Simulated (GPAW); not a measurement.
Molecular dynamics, with input and output: GeH₃ (charge −1) (part 2 of 2)

The same run, continued: GeH₃, charge −1; PBE/dzp, dispersion D3(0), scalar-relativistic datasets (GPAW 26.7.0). The geometry comes from this level: GFN2-xTB.

## Trajectory as extended XYZ, continued
```
4
Properties=species:S:1:pos:R:3:forces:R:3 step=29 time_fs=14.5 energy=-13.35156 temperature=460.8
Ge    6.0695    5.6699    4.8400   -1.0430   0.2742  -1.5808
H     6.6154    5.8448    6.2598    0.4790   0.2870   1.4931
H     4.8112    4.7181    5.3845    0.1305   0.2215  -0.0578
H     5.1244    7.1410    4.8849    0.4475  -0.7755   0.1120
4
Properties=species:S:1:pos:R:3:forces:R:3 step=30 time_fs=15.0 energy=-13.34397 temperature=468.7
Ge    6.0700    5.6703    4.8396   -1.1827   0.2648  -1.3903
H     6.6203    5.8354    6.2683    0.4211   0.2639   1.3630
H     4.7997    4.6995    5.3853    0.2734   0.3252  -0.1049
H     5.1081    7.1479    4.8976    0.5008  -0.8461   0.1094
4
Properties=species:S:1:pos:R:3:forces:R:3 step=31 time_fs=15.5 energy=-13.33732 temperature=480.0
Ge    6.0702    5.6706    4.8392   -1.2814   0.2538  -1.1577
H     6.6260    5.8261    6.2800    0.3460   0.2336   1.1813
H     4.7872    4.6818    5.3852    0.4028   0.4152  -0.1536
H     5.0923    7.1523    4.9102    0.5526  -0.9044   0.1041
4
Properties=species:S:1:pos:R:3:forces:R:3 step=32 time_fs=16.0 energy=-13.33003 temperature=523.9
Ge    6.0706    5.6709    4.8389   -1.3570   0.2336  -0.9026
H     6.6311    5.8172    6.2944    0.2562   0.1998   0.9741
H     4.7738    4.6646    5.3849    0.5174   0.4853  -0.1931
H     5.0769    7.1533    4.9235    0.5943  -0.9380   0.0967
4
Properties=species:S:1:pos:R:3:forces:R:3 step=33 time_fs=16.5 energy=-13.32006 temperature=496.7
Ge    6.0711    5.6713    4.8385   -1.4187   0.2044  -0.6432
H     6.6359    5.8082    6.3103    0.1681   0.1729   0.7625
H     4.7595    4.6482    5.3841    0.6260   0.5660  -0.2256
H     5.0616    7.1511    4.9363    0.6387  -0.9558   0.0801
4
Properties=species:S:1:pos:R:3:forces:R:3 step=34 time_fs=17.0 energy=-13.30895 temperature=445.9
Ge    6.0714    5.6717    4.8382   -1.4526   0.1820  -0.3854
H     6.6410    5.8004    6.3277    0.0873   0.1496   0.5590
H     4.7469    4.6337    5.3827    0.7249   0.6309  -0.2600
H     5.0475    7.1474    4.9490    0.6633  -0.9669   0.0725
4
Properties=species:S:1:pos:R:3:forces:R:3 step=35 time_fs=17.5 energy=-13.29949 temperature=383.0
Ge    6.0717    5.6720    4.8377   -1.4573   0.1713  -0.1270
H     6.6465    5.7941    6.3464   -0.0060   0.1267   0.3298
H     4.7374    4.6222    5.3812    0.7923   0.6599  -0.2846
H     5.0354    7.1427    4.9629    0.6881  -0.9628   0.0595
4
Properties=species:S:1:pos:R:3:forces:R:3 step=36 time_fs=18.0 energy=-13.29083 temperature=370.2
Ge    6.0719    5.6723    4.8373   -1.4469   0.1618   0.1105
H     6.6521    5.7878    6.3651   -0.0855   0.1114   0.1125
H     4.7301    4.6134    5.3793    0.8374   0.6778  -0.3021
H     5.0246    7.1359    4.9770    0.7088  -0.9493   0.0421
4
Properties=species:S:1:pos:R:3:forces:R:3 step=37 time_fs=18.5 energy=-13.28252 temperature=365.2
Ge    6.0720    5.6726    4.8368   -1.4282   0.1537   0.3366
H     6.6580    5.7821    6.3842   -0.1573   0.0856  -0.0674
H     4.7241    4.6072    5.3776    0.8680   0.6893  -0.3125
H     5.0153    7.1277    4.9917    0.7195  -0.9409   0.0282
4
Properties=species:S:1:pos:R:3:forces:R:3 step=38 time_fs=19.0 energy=-13.27720 temperature=281.9
Ge    6.0720    5.6729    4.8364   -1.3962   0.1592   0.5427
H     6.6637    5.7783    6.4032   -0.2189   0.0628  -0.2457
H     4.7207    4.6055    5.3751    0.8867   0.6859  -0.3175
H     5.0078    7.1194    5.0068    0.7285  -0.9269   0.0034
4
Properties=species:S:1:pos:R:3:forces:R:3 step=39 time_fs=19.5 energy=-13.27465 temperature=267.6
Ge    6.0721    5.6731    4.8361   -1.3657   0.1678   0.7049
H     6.6678    5.7762    6.4198   -0.2645   0.0440  -0.3875
H     4.7181    4.6069    5.3708    0.8974   0.6710  -0.3178
H     5.0017    7.1099    5.0211    0.7351  -0.9028  -0.0158
4
Properties=species:S:1:pos:R:3:forces:R:3 step=40 time_fs=20.0 energy=-13.27592 temperature=292.0
Ge    6.0721    5.6732    4.8358   -1.3280   0.1727   0.8441
H     6.6709    5.7739    6.4354   -0.2951   0.0284  -0.5056
H     4.7169    4.6099    5.3654    0.9011   0.6498  -0.3160
H     4.9973    7.0983    5.0360    0.7352  -0.8661  -0.0403
4
Properties=species:S:1:pos:R:3:forces:R:3 step=41 time_fs=20.5 energy=-13.28316 temperature=286.8
Ge    6.0720    5.6734    4.8354   -1.2705   0.1725   0.9595
H     6.6746    5.7721    6.4494   -0.3300   0.0094  -0.6192
H     4.7187    4.6149    5.3593    0.8881   0.6179  -0.3034
H     4.9955    7.0841    5.0508    0.7219  -0.8193  -0.0602
4
Properties=species:S:1:pos:R:3:forces:R:3 step=42 time_fs=21.0 energy=-13.29711 temperature=297.9
Ge    6.0719    5.6735    4.8351   -1.1900   0.1690   1.0368
H     6.6788    5.7710    6.4605   -0.3535  -0.0050  -0.7066
H     4.7238    4.6217    5.3520    0.8590   0.5738  -0.2791
H     4.9961    7.0679    5.0640    0.6934  -0.7577  -0.0848
4
Properties=species:S:1:pos:R:3:forces:R:3 step=43 time_fs=21.5 energy=-13.31744 temperature=355.9
Ge    6.0717    5.6737    4.8350   -1.0753   0.1610   1.0815
H     6.6836    5.7709    6.4694   -0.3732  -0.0232  -0.7720
H     4.7326    4.6302    5.3434    0.8107   0.5126  -0.2435
H     4.9997    7.0499    5.0755    0.6517  -0.6669  -0.0904
4
Properties=species:S:1:pos:R:3:forces:R:3 step=44 time_fs=22.0 energy=-13.34170 temperature=387.5
Ge    6.0715    5.6737    4.8349   -0.9289   0.1553   1.0932
H     6.6881    5.7711    6.4756   -0.3887  -0.0391  -0.8133
H     4.7440    4.6406    5.3331    0.7413   0.4344  -0.2128
H     5.0060    7.0310    5.0860    0.5926  -0.5699  -0.0883
4
Properties=species:S:1:pos:R:3:forces:R:3 step=45 time_fs=22.5 energy=-13.36580 temperature=416.5
Ge    6.0711    5.6737    4.8347   -0.7566   0.1526   1.0868
H     6.6908    5.7722    6.4805   -0.3973  -0.0520  -0.8431
H     4.7569    4.6525    5.3226    0.6490   0.3401  -0.1745
H     5.0138    7.0117    5.0965    0.5168  -0.4608  -0.0919
4
Properties=species:S:1:pos:R:3:forces:R:3 step=46 time_fs=23.0 energy=-13.38626 temperature=443.6
Ge    6.0709    5.6738    4.8346   -0.5630   0.1520   1.0652
H     6.6918    5.7738    6.4845   -0.4010  -0.0683  -0.8681
H     4.7711    4.6651    5.3121    0.5358   0.2281  -0.1222
H     5.0222    6.9921    5.1071    0.4379  -0.3256  -0.0943
4
Properties=species:S:1:pos:R:3:forces:R:3 step=47 time_fs=23.5 energy=-13.40257 temperature=459.2
Ge    6.0708    5.6739    4.8344   -0.3494   0.1626   1.0191
H     6.6906    5.7757    6.4866   -0.3983  -0.0858  -0.8800
H     4.7859    4.6792    5.3005    0.4139   0.1078  -0.0633
H     5.0299    6.9722    5.1166    0.3614  -0.2002  -0.0939
4
Properties=species:S:1:pos:R:3:forces:R:3 step=48 time_fs=24.0 energy=-13.41484 temperature=487.0
Ge    6.0705    5.6740    4.8344   -0.1078   0.1809   0.9409
H     6.6869    5.7780    6.4859   -0.3881  -0.1027  -0.8727
H     4.8012    4.6940    5.2877    0.2591  -0.0415   0.0097
H     5.0376    6.9522    5.1252    0.2634  -0.0500  -0.0907
4
Properties=species:S:1:pos:R:3:forces:R:3 step=49 time_fs=24.5 energy=-13.42012 temperature=497.8
Ge    6.0703    5.6740    4.8345    0.1637   0.2063   0.8324
H     6.6816    5.7805    6.4824   -0.3692  -0.1211  -0.8459
H     4.8168    4.7096    5.2747    0.0775  -0.2241   0.0769
H     5.0459    6.9323    5.1332    0.1533   0.1189  -0.0803
4
Properties=species:S:1:pos:R:3:forces:R:3 step=50 time_fs=25.0 energy=-13.41833 temperature=499.5
Ge    6.0699    5.6739    4.8348    0.4532   0.2454   0.6882
H     6.6740    5.7839    6.4751   -0.3482  -0.1408  -0.8011
H     4.8320    4.7250    5.2611   -0.1210  -0.4092   0.1477
H     5.0539    6.9138    5.1397    0.0263   0.2900  -0.0566
```

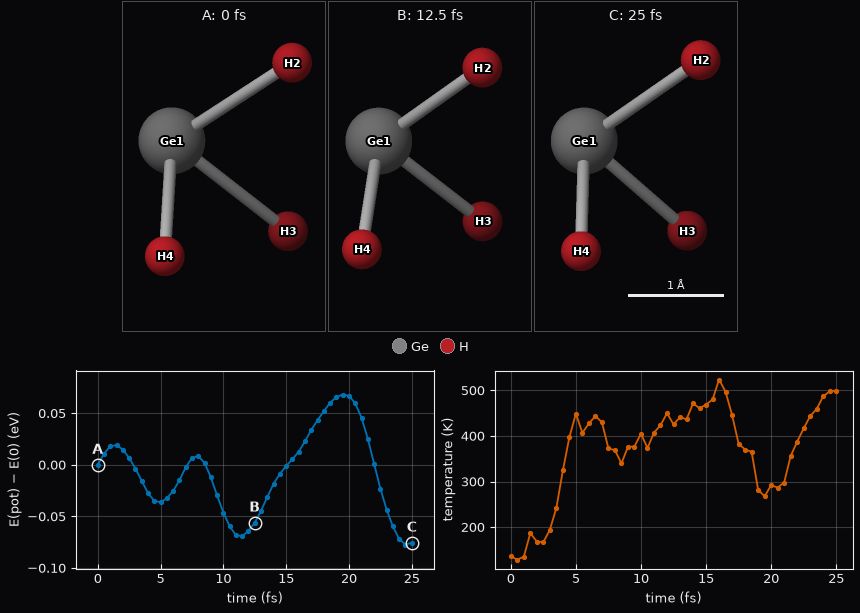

**Figure 1.** Frames of the molecular dynamics (ball-and-stick, seen at an oblique angle) above the curves, on which the letters mark them. The trajectory kept here has 51 frames over 25 fs. The temperature starts at 136 K, ranges from 129 to 524 K and averages 413 K over the second half. The potential energy ends 0.075 eV below its first value. After an unweighted best fit of the last frame on the first, the root-mean-square displacement is 0.10 Å.

This output came from the following input.

## Input (run.py)
```python
import numpy as np
from ase import units
from ase.calculators.mixing import SumCalculator
from ase.io import read
from ase.md.langevin import Langevin
from ase.md.velocitydistribution import MaxwellBoltzmannDistribution, Stationary, ZeroRotation
from dftd3.ase import DFTD3
from gpaw import GPAW
from gpaw.utilities.adjust_cell import adjust_cell

# Set up the molecule
mol = read('GeH3.xyz')
adjust_cell(mol, 4.5, h=0.2)

# Calculator
calculator = GPAW(mode='lcao',
                  basis='dzp',
                  h=0.2,
                  xc='PBE',
                  charge=-1,
                  maxiter=100,
                  symmetry='off',
                  txt='GeH3.txt')
mol.calc = SumCalculator([DFTD3(method='PBE', damping='d3zero'), calculator])

rng = np.random.default_rng(629)
MaxwellBoltzmannDistribution(mol, temperature_K=100, rng=rng)
Stationary(mol)
ZeroRotation(mol)
dyn = Langevin(mol, timestep=0.5 * units.fs, temperature_K=100, friction=0.01 / units.fs, rng=rng, trajectory='md.traj', logfile='-')
dyn.run(50)
```

## File GeH3.xyz
```
4

Ge     0.468920    -0.274960    -0.542070
H      0.935040     0.154290     1.089240
H     -0.940860    -1.090590     0.102250
H     -0.463100     1.211260    -0.649430
```

Run as:
```bash
python run.py > run.log
```

## Results in brief

- outcome: finished
- mean temperature over the second half: 413 K
- trajectory: 51 frames kept, 25 fs
- basis functions (step not recorded): 28
- hardware: 1 thread of Intel Xeon @ 2.50GHz (Skylake/Cascade Lake), 12 GiB of memory available, shared host
- wall time: 5.7 min
- peak memory: 0.56 GiB

## Remarks

Further notes kept with the run: highest occupied level above vacuum. So short a trajectory is not equilibrated.
